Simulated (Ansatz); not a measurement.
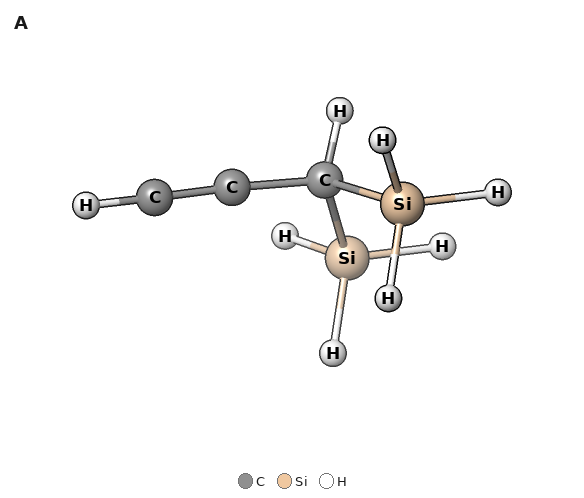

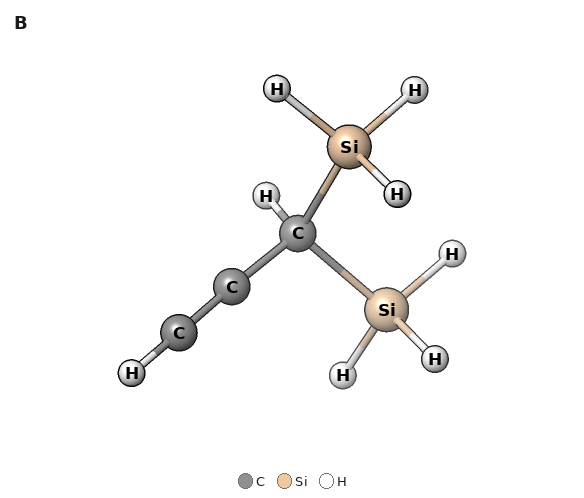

Distant atoms are faded towards the background colour. The computed structure is the end point of a PBE-D4/def2-SVP optimisation. No frequency run is at hand to confirm it as a minimum.

How are A and B related: the same structure turned, mirror images, conformers, diastereomers or constitutional isomers?

Answer. They are the same structure, C3H8Si2 (C#CC([SiH3])[SiH3]), seen from two directions. With point group Cs it is achiral, so its mirror image would be the same too.
